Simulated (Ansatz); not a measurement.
**H2O+ (SMILES [OH2+]): UCCSD/3-21G**

What is the vertical ionisation energy of H2O+ at UCCSD/3-21G? 

The calculation is run with Ansatz 0.2.0.

6 further runs of the same task are left out: 2 that didn't finish, 4 set aside as unsound or not needed.

**1. Starting point**

H2O+ has 3 atoms, charge +1, and is taken as a doublet. As SMILES, `[OH2+]`. The shape is that of a GFN2-xTB optimisation.

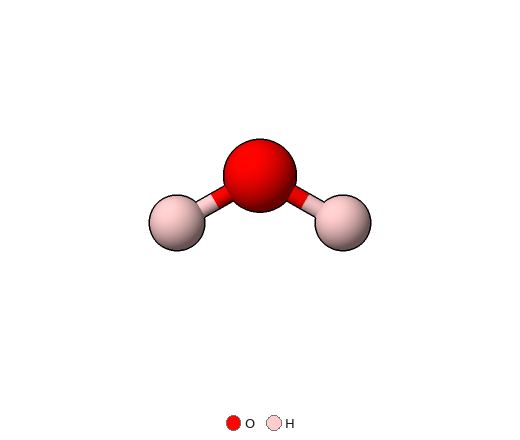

Viewed from a chosen angle; oxygen red, hydrogen pink.

**2. A single-point energy at UCCSD/3-21G**

The input, molecule.yaml:

```yaml
crystal:
  periodic: [false, false, false]
  atoms:
    - symbol: O
      position_ang: [-0.257730, 0.170410, -0.119700]
    - symbol: H
      position_ang: [0.490020, 0.658280, 0.340630]
    - symbol: H
      position_ang: [-0.232290, -0.828700, -0.220940]
basis:
  gaussian:
    orbitals: 3-21G.json
total_charge: 1
magnetization:
  spin_polarized: true
  initial_magnetization: 1
correlation:
  method: ccsd
  frozen_orbitals: {H: 0, O: 1}
accuracy: high
scf:
  omitted_lower_state_checks: [cluster_reference, increment]
```

The basis set 3-21G is read from a file made from the Basis Set Exchange's data (not shown).

The run is started by

```sh
$ ansatz run molecule.yaml --threads 1 --pin off --max-ram 2610MiB --events-out events.jsonl --progress --plain --runs-dir runs
```

The log of the run (excerpt; [...] marks lines left out):

```text
Warning: RAYON_NUM_THREADS=1 ignored (pool sized by the plan → 1); use --threads N
Functional definition: HF
  name "HF"
[...]
190 factors; integrals over basis functions are off by at most 7.9e-9 eV
[...]
mean field -2046.50541828 eV, -75.2076869507 hartree, gradient 3.1e-8 eV, S^2 0.755581; 2 other end points of the search recorded, 0 dependent functions left out
1 core orbitals not correlated: weight in the atoms' cores, before any rotation towards them, 1.000 or more for the frozen orbitals, at most 0.000 for the correlated occupied ones
reference -2046.50541828 eV, -75.2076869507 hartree; 4, 3 occupied and 8, 9 virtual orbitals, 190 factors
second order -2.52652135 eV of doubles, -0.00000000 eV of singles
cycle   1  -2.71436623 eV  change   -1.9e-1 eV  update   2.9e-2
[...]
cycle  19  -2.82823548 eV  change   2.4e-10 eV  update  3.0e-10
Total energy: -2049.33365376 eV, -75.3116226876 hartree
Checks for a lower state left out: cluster_reference, increment
```

Wall time 0.18 s (1 thread of Arm Neoverse V2, shared host).

**3. Singlet [H2O]2+, same level**

The input, molecule.yaml:

```yaml
basis:
  gaussian: {orbitals: 3-21G.json}
crystal:
  periodic: [false, false, false]
  atoms:
    - {symbol: O, position_ang: [-0.257730, 0.170410, -0.119700]}
    - {symbol: H, position_ang: [0.490020, 0.658280, 0.340630]}
    - {symbol: H, position_ang: [-0.232290, -0.828700, -0.220940]}
total_charge: 2
correlation: {method: ccsd, frozen_orbitals: {H: 0, O: 1}}
accuracy: high
scf: {omitted_lower_state_checks: [cluster_reference, increment]}
```

The basis set 3-21G is read from a file made from the Basis Set Exchange's data (not shown).

The run is started by

```sh
$ ansatz run molecule.yaml --threads 1 --pin off --max-ram 2610MiB --events-out events.jsonl --progress --plain --runs-dir runs
```

The log of the run (excerpt; [...] marks lines left out):

```text
Warning: RAYON_NUM_THREADS=1 ignored (pool sized by the plan → 1); use --threads N
[... 2 set-up lines as earlier in the session ...]
[...]
190 factors; integrals over basis functions are off by at most 7.9e-9 eV
[...]
mean field -2018.78419344 eV, -74.1889507280 hartree, gradient 1.6e-8 eV, S^2 0.000000; 0 other end points of the search recorded, 0 dependent functions left out; unrestricted orbitals would lower it
1 core orbitals not correlated: weight in the atoms' cores, before any rotation towards them, 1.000 or more for the frozen orbitals, at most 0.000 for the correlated occupied ones
reference -2018.78419344 eV, -74.1889507280 hartree; 3, 3 occupied and 9, 9 virtual orbitals, 190 factors
second order -2.11939147 eV of doubles, -0.00000000 eV of singles
cycle   1  -2.42075704 eV  change   -3.0e-1 eV  update   4.0e-2
[...]
cycle  24  -2.68986792 eV  change  -2.0e-10 eV  update  3.5e-11
Total energy: -2021.47406136 eV, -74.2878015507 hartree
Checks for a lower state left out: cluster_reference, increment
```

It took 0.1 s on 1 thread of Arm Neoverse V2, shared host.

**4. What came out**

Level: UCCSD/3-21G, 1 core orbital frozen.

| quantity | value |
| --- | --- |
| doublet H2O+: total energy | -75.31162 Eh |
| doublet H2O+: correlation energy (1 core orbital frozen) | -103.9 mEh |
| doublet H2O+: ⟨S²⟩ of the reference determinant | 0.756 |
| doublet H2O+: T1 diagnostic | 0.008 |
| singlet [H2O]2+: total energy | -74.28780 Eh |
| singlet [H2O]2+: correlation energy (1 core orbital frozen) | -98.9 mEh |
| singlet [H2O]2+: T1 diagnostic | 0.007 |
| vertical ionisation energy (to the singlet dication) | 27.860 eV |

In words: The vertical ionisation energy comes to 27.86 eV (642 kcal/mol). Only the singlet of the ionised species was computed; a triplet could lie lower. The restricted solution (singlet [H2O]2+) is unstable to spin breaking: an unrestricted one lies lower.
